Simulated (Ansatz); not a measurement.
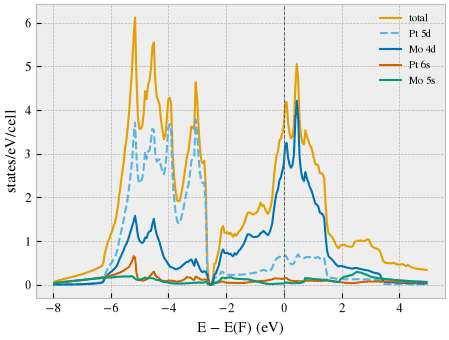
Fig. 1. Total and projected density of states of MoPt (rock salt, space group No. 225), the program Ansatz at the PBE level (PAW)

Question: Which orbitals carry the states next to the Fermi level?

Answer: Within 0.5 eV of the Fermi level: Mo 4d 77 %, Pt 5d 16 %. Projections are on Löwdin-orthogonalised atomic valence shells; empty p or d shells of many metals are not among them.

Question: Where is the tallest occupied peak in this window, and what makes it?

Answer: Near -5.1 eV, about 6.1 states/eV per cell; the largest projected share is Pt 5d.

Space group Fm-3m (rock salt). The start of the workflow was typed in or built on a structure type; neither database checked (COD, Materials Project) lists it. Its standing as an ambient phase is unchecked. The PBE relaxation kept the symmetry of its start; its stability against distortions is not shown here. The run is not spin-polarised. The volume moved by 18 % from the start of the relaxation. Its formation energy is positive at this level, so the cell may be metastable or incomplete. Spin–orbit coupling is left out wherever it is not named.

Potentials: the later of the program's two PAW sets.
